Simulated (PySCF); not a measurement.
Geometry relaxation of C$_{3}$H$_{3}$ (charge −1)

System: C$_{3}$H$_{3}$, charge −1, SMILES [CH-]=C=C.
Method: PBE0-D3(BJ)/ma-def2-SVP geometry optimisation, gas phase (PySCF 2.14.0).

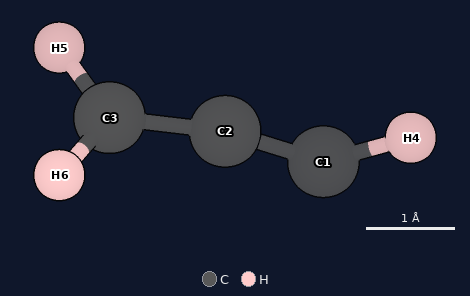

The structure as given in the input (ball-and-stick view, seen at a tilt; atoms are numbered from 1 in the order of the input). Bond lengths as drawn: C–C 1.25 to 1.34 Å and C–H 1.09 Å.

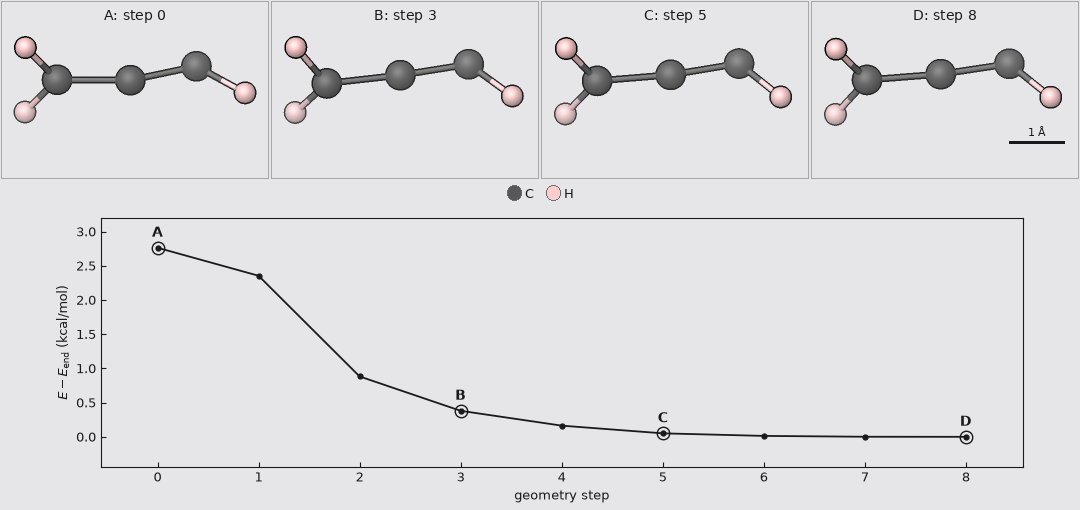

Frames of the relaxation (ball-and-stick view, seen at a tilt) above the curves, on which the letters mark them (steps are counted from 0).

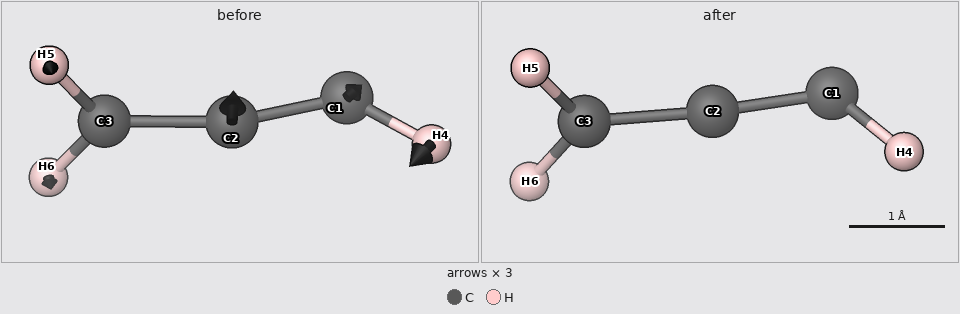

Before (left) and after (right) the relaxation, at one scale (ball-and-stick view, seen at a tilt). The black arrows give the displacements, magnified 3 times. The largest move after the best rigid fit is that of C2, 0.14 Å. Largest moves by element: C 0.14 Å, H 0.13 Å. Distances before and after: C1–C2 1.255 → 1.282 Å, C2–C3 1.343 → 1.357 Å, C1–H4 1.091 → 1.099 Å. Among the angles that change: C1–C2–C3 164.2° → 174.7°, C2–C1–H4 129.3° → 122.4°. Over 8 geometry steps the energy falls by 2.76 kcal/mol. The largest force component goes from 2.1 to 0.0023 eV/Å. (Atoms are counted from 1 in the order of the input.)

The input that produced these results follows, with the program's output.

**Input file**
```
{"job": {"xc": "PBE0", "basis": "ma-def2-SVP", "d3": "d3bj", "grid": 1, "kind": "geom"}, "charge": -1, "multiplicity": 1}
C      1.510213    -0.360606     0.264291
C      0.307157    -0.011956     0.189666
C     -0.998181     0.069269    -0.113715
H      2.326504     0.091046     0.830473
H     -1.366279     0.649007    -0.963089
H     -1.768290    -0.429852     0.478365
```

The first line tells a small driver script what to run in PySCF; the rest is the geometry in Å.

Run as:
```bash
OMP_NUM_THREADS=1 python <driver script> task.json out
```

**Log**
```
step   0  E = -115.80104637  max force = 0.041282
step   1  E = -115.80169851  max force = 0.017018
step   2  E = -115.80404375  max force = 0.008901
step   3  E = -115.80484418  max force = 0.005364
step   4  E = -115.80518997  max force = 0.005389
step   5  E = -115.80536897  max force = 0.002521
step   6  E = -115.80542876  max force = 0.000948
step   7  E = -115.80544849  max force = 0.000428
step   8  E = -115.80545038  max force = 0.000045
optimisation converged
```

**Trajectory as extended XYZ (Å, eV, eV/Å), 9 frames, from step=0 to step=8**
```
6
Properties=species:S:1:pos:R:3:forces:R:3 step=0 energy=-3151.10697
C     1.5102   -0.3606    0.2643    2.1228  -0.2860   0.3789
C     0.3072   -0.0120    0.1897   -0.9811  -0.4039  -0.5760
C    -0.9982    0.0693   -0.1137   -1.1078   0.4934   0.0551
H     2.3265    0.0911    0.8305    0.0511   0.1335   0.1139
H    -1.3663    0.6490   -0.9631    0.0035   0.1515  -0.1457
H    -1.7683   -0.4299    0.4784   -0.0884  -0.0885   0.1738
6
Properties=species:S:1:pos:R:3:forces:R:3 step=1 energy=-3151.12472
C     1.5449   -0.3614    0.2434   -0.3357  -0.1086  -0.1677
C     0.2949   -0.1110    0.1205    0.7964   0.0311   0.8751
C    -1.0312    0.1582   -0.0070    0.1294  -0.1910  -0.8421
H     2.2641    0.1880    0.8622   -0.0699   0.0165  -0.0482
H    -1.2660    0.6039   -0.9828   -0.5211   0.2028   0.0743
H    -1.8027   -0.4757    0.4458    0.0009   0.0493   0.1086
6
Properties=species:S:1:pos:R:3:forces:R:3 step=2 energy=-3151.18854
C     1.5582   -0.3763    0.2648   -0.2867  -0.0783  -0.1230
C     0.3135   -0.1078    0.1256    0.2550   0.2572   0.2440
C    -1.0138    0.1521   -0.0540    0.0296  -0.4577  -0.2797
H     2.2750    0.1804    0.8789   -0.0512   0.0200   0.0026
H    -1.3580    0.6165   -0.9883    0.0108   0.1397   0.0588
H    -1.7708   -0.4631    0.4552    0.0425   0.1191   0.0973
6
Properties=species:S:1:pos:R:3:forces:R:3 step=3 energy=-3151.21032
C     1.5560   -0.3889    0.2633   -0.0300  -0.0019  -0.0381
C     0.3163   -0.1017    0.1220    0.0291   0.0655   0.1505
C    -1.0112    0.1245   -0.0742    0.1429  -0.1725  -0.2758
H     2.2620    0.1833    0.8792   -0.0453  -0.0015  -0.0124
H    -1.3544    0.6306   -0.9871   -0.0414   0.0674   0.0815
H    -1.7671   -0.4453    0.4777   -0.0553   0.0431   0.0943
6
Properties=species:S:1:pos:R:3:forces:R:3 step=4 energy=-3151.21973
C     1.5618   -0.4199    0.2455   -0.2168   0.0441  -0.0540
C     0.3166   -0.1330    0.1009    0.2771  -0.1068   0.2569
C    -1.0068    0.0790   -0.1018    0.1765   0.0432  -0.2146
H     2.2228    0.1893    0.8781    0.0071  -0.0031  -0.0146
H    -1.3209    0.6812   -0.9634   -0.2134  -0.0041   0.0473
H    -1.7777   -0.3940    0.5174   -0.0306   0.0267  -0.0210
6
Properties=species:S:1:pos:R:3:forces:R:3 step=5 energy=-3151.22460
C     1.5598   -0.4091    0.2587    0.1297   0.0284   0.0653
C     0.3205   -0.1154    0.1200   -0.0484  -0.0843  -0.0355
C    -0.9997    0.0822   -0.1107   -0.0674  -0.0175  -0.0350
H     2.2296    0.1916    0.8892    0.0327   0.0000   0.0001
H    -1.3420    0.6608   -0.9770   -0.0525   0.0373   0.0069
H    -1.7713   -0.4076    0.4975    0.0059   0.0361  -0.0018
6
Properties=species:S:1:pos:R:3:forces:R:3 step=6 energy=-3151.22622
C     1.5630   -0.4130    0.2581    0.0044   0.0073   0.0065
C     0.3216   -0.1263    0.1130   -0.0130   0.0052   0.0048
C    -1.0002    0.0805   -0.1130    0.0220  -0.0336  -0.0487
H     2.2329    0.1898    0.8861    0.0107  -0.0012   0.0018
H    -1.3494    0.6702   -0.9703   -0.0092   0.0099   0.0205
H    -1.7703   -0.3988    0.5037   -0.0148   0.0124   0.0152
6
Properties=species:S:1:pos:R:3:forces:R:3 step=7 energy=-3151.22676
C     1.5638   -0.4146    0.2578   -0.0112   0.0045  -0.0019
C     0.3217   -0.1309    0.1101    0.0123  -0.0001   0.0145
C    -0.9999    0.0715   -0.1191    0.0077  -0.0044  -0.0220
H     2.2326    0.1907    0.8848    0.0032  -0.0019   0.0004
H    -1.3490    0.6761   -0.9657   -0.0093   0.0015   0.0036
H    -1.7718   -0.3902    0.5091   -0.0026   0.0004   0.0055
6
Properties=species:S:1:pos:R:3:forces:R:3 step=8 energy=-3151.22681
C     1.5642   -0.4121    0.2592   -0.0003   0.0007   0.0009
C     0.3221   -0.1300    0.1102    0.0000   0.0012   0.0010
C    -0.9998    0.0683   -0.1219   -0.0015  -0.0023  -0.0015
H     2.2334    0.1927    0.8861    0.0010   0.0004   0.0000
H    -1.3515    0.6744   -0.9662   -0.0002   0.0007  -0.0007
H    -1.7708   -0.3907    0.5097    0.0010  -0.0007   0.0003
```

**Key numbers**

| quantity | value |
| --- | --- |
| outcome | converged |
| total energy | −115.805450 hartree |
| point group | Cs |
| hardware | 1 CPU thread, shared host |
| wall time | 6.8 s |
| peak memory | 0.47 GiB |
